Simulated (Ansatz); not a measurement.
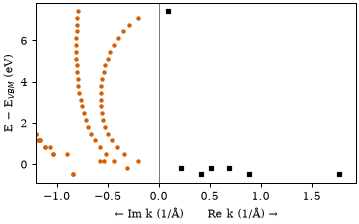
Figure: Complex bands at the centre of the two-dimensional zone; r2SCAN (Ansatz, a quantum-chemistry and plane-wave program)

No gap correction and no spin-orbit coupling; mid-gap values are interpolated between computed energies.

Task: This is NaF (Fm-3m, rock salt, 2 atoms a cell, 11.9 Å³ an atom) along the normal of (110). Read off the slowest decay at the centre of the two-dimensional zone at 3.79 eV, the computed energy nearest the middle of the gap.

Result: κ ≈ 0.56 1/Å, a decay length 1/(2κ) of the density of 0.89 Å.
